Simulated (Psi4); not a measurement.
**wB97M-V/aug-cc-pVDZ run of SiH2F2 (SMILES F[SiH2]F)**

What is the vertical ionisation energy of SiH2F2 at wB97M-V/aug-cc-pVDZ? Input form: a QCSchema input.

Program for the calculation: Psi4 1.11.

### Step 1. The molecule

The species is SiH2F2 (5 atoms), meant as a singlet with charge 0. SMILES: `F[SiH2]F`. The shape is that of a PBE0-D4/def2-TZVP optimisation.

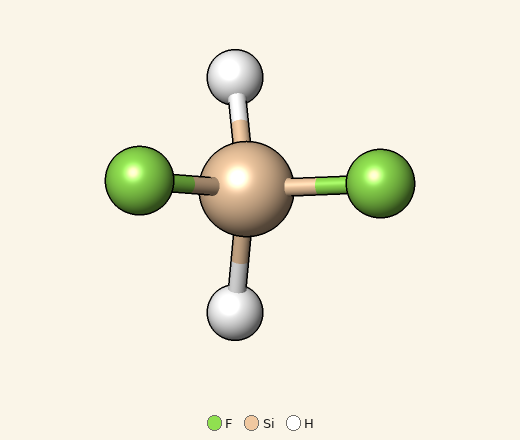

Viewed from a chosen angle; fluorine green, silicon light orange, hydrogen white.

### Step 2. The energy at wB97M-V/aug-cc-pVDZ

job.json

```json
{
  "schema_name": "qcschema_input",
  "schema_version": 1,
  "molecule": {
    "schema_name": "qcschema_molecule",
    "schema_version": 2,
    "symbols": ["F", "Si", "F", "H", "H"],
    "geometry": [-2.03903339, 1.0170506, 1.8532922, -0.00986437, -0.00102045, -0.10221529, 2.357679, -0.98377252, 1.44924986, -1.11582658, -2.15190673, -1.48589165, 0.80704534, 2.119668, -1.71445403],
    "molecular_charge": 0,
    "molecular_multiplicity": 1,
    "fix_symmetry": "c1",
    "fix_com": true,
    "fix_orientation": true
  },
  "driver": "energy",
  "model": {
    "method": "wb97m-v",
    "basis": "aug-cc-pVDZ"
  },
  "keywords": {
    "puream": true,
    "e_convergence": 1e-09,
    "d_convergence": 1e-08,
    "scf_type": "pk",
    "dft_radial_points": 99,
    "dft_spherical_points": 590
  }
}
```

Started as:

```console
$ psi4 --qcschema job.json -n 1 --memory 1600MB
```

stdout:

```text
[...]
  Running in c1 symmetry.
[...]
  Nuclear repulsion =  118.741930786793503
[...]
  Multiplicity = 1
[...]
  Nalpha       = 17
  Nbeta        = 17
[...]
    Number of basis functions: 91
[...]
   @RKS iter   1:  -490.36479990590345   -5.46788e-01   5.17747e-03 DIIS/ADIIS
[...]
   @RKS iter  10:  -490.44028672083522   -7.95808e-13   8.70691e-09 DIIS
[...]
    Orbital Energies [Eh]
    ---------------------
    Doubly Occupied:
       1A    -66.520733     2A    -24.940308     3A    -24.940307
       4A     -5.537812     5A     -3.854264     6A     -3.852119
       7A     -3.849333     8A     -1.357854     9A     -1.339273
      10A     -0.710420    11A     -0.620389    12A     -0.603099
      13A     -0.598657    14A     -0.558163    15A     -0.544810
      16A     -0.525403    17A     -0.447325
[...]
  @RKS Final Energy:  -490.44028672083522
   => Energetics <=
    Nuclear Repulsion Energy =            118.7419307867935032
    One-Electron Energy =                -916.8104075715480121
    Two-Electron Energy =                 339.3835782530420602
    DFT Exchange-Correlation Energy =     -31.8977064748797225
    Empirical Dispersion Energy =           0.0000000000000000
    VV10 Nonlocal Energy =                  0.1423182857569262
    Total Energy =                       -490.4402867208352177
[...]
 Multipole Moments:
 ------------------------------------------------------------------------------------
     Multipole            Electronic (a.u.)      Nuclear  (a.u.)        Total (a.u.)
 ------------------------------------------------------------------------------------
 L = 1.  Multiply by 2.5417464519 to convert [e a0] to [Debye]
 Dipole X            :         -2.4803699            2.4209281           -0.0594418
 Dipole Y            :         -0.2591703            0.2529777           -0.0061926
 Dipole Z            :        -25.7074838           25.0915188           -0.6159650
 Magnitude           :                                                    0.6188575
[...]
```

The result, in JSON:

```text
{
 "driver": "energy",
 "model": {
  "method": "wb97m-v",
  "basis": "aug-cc-pVDZ"
 },
 "success": true,
 "return_result": -490.4402867208352,
 "properties": {
  "calcinfo_nbasis": 91,
  "calcinfo_nmo": 91,
  "calcinfo_nalpha": 17,
  "calcinfo_nbeta": 17,
  "calcinfo_natom": 5,
  "nuclear_repulsion_energy": 118.7419307867935,
  "return_energy": -490.4402867208352,
  "scf_one_electron_energy": -916.810407571548,
  "scf_two_electron_energy": 339.38357825304206,
  "scf_vv10_energy": 0.1423182857569262,
  "scf_xc_energy": -31.897706474879723,
  "scf_dipole_moment": [-0.059441793735590664, -0.0061925943992394705, -0.6159650107305197],
  "scf_total_energy": -490.4402867208352,
  "scf_iterations": 10
 }
}
```

Run time: 43 s. Hardware: 1 thread of AMD EPYC 9R45 (Zen 5), shared host; peak memory 1 GiB.

### Step 3. The doublet cation

f2h2si.json

```json
{
  "schema_name": "qcschema_input",
  "schema_version": 1,
  "molecule": {
    "schema_name": "qcschema_molecule",
    "schema_version": 2,
    "symbols": ["F", "Si", "F", "H", "H"],
    "geometry": [-2.03903339, 1.0170506, 1.8532922, -0.00986437, -0.00102045, -0.10221529, 2.357679, -0.98377252, 1.44924986, -1.11582658, -2.15190673, -1.48589165, 0.80704534, 2.119668, -1.71445403],
    "molecular_charge": 1,
    "molecular_multiplicity": 2,
    "fix_symmetry": "c1",
    "fix_com": true,
    "fix_orientation": true
  },
  "driver": "energy",
  "model": {
    "method": "wb97m-v",
    "basis": "aug-cc-pVDZ"
  },
  "keywords": {
    "reference": "uks",
    "puream": true,
    "e_convergence": 1e-09,
    "d_convergence": 1e-08,
    "scf_type": "pk",
    "dft_radial_points": 99,
    "dft_spherical_points": 590,
    "maxiter": 100
  }
}
```

Started as:

```console
$ psi4 --qcschema f2h2si.json -n 1 --memory 1600MB
```

stdout:

```text
[...]
  Running in c1 symmetry.
[...]
  Nuclear repulsion =  118.741930786793503
[...]
  Multiplicity = 2
[...]
  Nalpha       = 17
  Nbeta        = 16
[...]
    Number of basis functions: 91
[...]
   @UKS iter   1:  -489.88381526946694   -6.58034e-02   4.87529e-03 ADIIS/DIIS
[...]
   @UKS iter  12:  -489.97043344920792   -6.82121e-12   5.85617e-09 DIIS
[...]
   @S^2 Observed:                7.594282370E-01
[...]
    Orbital Energies [Eh]
    ---------------------
    Alpha Occupied:
       1A    -66.831885     2A    -25.217935     3A    -25.217933
       4A     -5.847610     5A     -4.163391     6A     -4.161983
       7A     -4.160797     8A     -1.626409     9A     -1.607472
      10A     -1.000857    11A     -0.884653    12A     -0.881819
      13A     -0.879253    14A     -0.828545    15A     -0.815249
      16A     -0.804822    17A     -0.776373
    Alpha Virtual:
      18A     -0.181051    19A     -0.175266    20A     -0.147207
      21A     -0.111835    22A     -0.101871    23A     -0.091363
      24A     -0.064953    25A     -0.057161    26A     -0.022528
[...]
  @UKS Final Energy:  -489.97043344920792
   => Energetics <=
    Nuclear Repulsion Energy =            118.7419307867935032
    One-Electron Energy =                -907.1269951086682113
    Two-Electron Energy =                 329.9664885426142291
    DFT Exchange-Correlation Energy =     -31.6909490653704182
    Empirical Dispersion Energy =           0.0000000000000000
    VV10 Nonlocal Energy =                  0.1390913954229415
    Total Energy =                       -489.9704334492079170
[...]
 Multipole Moments:
 ------------------------------------------------------------------------------------
     Multipole            Electronic (a.u.)      Nuclear  (a.u.)        Total (a.u.)
 ------------------------------------------------------------------------------------
 L = 1.  Multiply by 2.5417464519 to convert [e a0] to [Debye]
 Dipole X            :         -2.5254853            2.4209281           -0.1045572
 Dipole Y            :         -0.2638907            0.2529777           -0.0109130
 Dipole Z            :        -26.1750949           25.0915188           -1.0835761
 Magnitude           :                                                    1.0886636
[...]
```

The result, in JSON:

```text
{
 "driver": "energy",
 "model": {
  "method": "wb97m-v",
  "basis": "aug-cc-pVDZ"
 },
 "success": true,
 "return_result": -489.9704334492079,
 "properties": {
  "calcinfo_nbasis": 91,
  "calcinfo_nmo": 91,
  "calcinfo_nalpha": 17,
  "calcinfo_nbeta": 16,
  "calcinfo_natom": 5,
  "nuclear_repulsion_energy": 118.7419307867935,
  "return_energy": -489.9704334492079,
  "scf_one_electron_energy": -907.1269951086682,
  "scf_two_electron_energy": 329.96648854261423,
  "scf_vv10_energy": 0.13909139542294155,
  "scf_xc_energy": -31.69094906537042,
  "scf_dipole_moment": [-0.10455722570372128, -0.010913022668580408, -1.0835761168271318],
  "scf_total_energy": -489.9704334492079,
  "scf_iterations": 12
 }
}
```

Wall time 57 s (1 thread of AMD EPYC 9R45 (Zen 5), shared host); peak memory 1.1 GiB.

### Step 4. Summary of results

Level: wB97M-V/aug-cc-pVDZ.

```
                                          quantity          value
                      singlet SiH2F2: total energy  -490.44029 Eh
                     singlet SiH2F2: dipole moment         1.57 D
                       singlet SiH2F2: HOMO energy      -12.17 eV
                       singlet SiH2F2: LUMO energy        0.67 eV
                     singlet SiH2F2: HOMO–LUMO gap       12.84 eV
                      doublet cation: total energy  -489.97043 Eh
doublet cation: HOMO energy (highest over α and β)      -21.13 eV
 doublet cation: LUMO energy (lowest over α and β)      -13.39 eV
                              doublet cation: ⟨S²⟩          0.759
vertical ionisation energy (to the doublet cation)      12.785 eV
```

**Reading.** The vertical ionisation energy comes to 12.79 eV (295 kcal/mol). −ε(HOMO) before ionisation, 12.17 eV, is 0.61 eV below this ionisation energy.
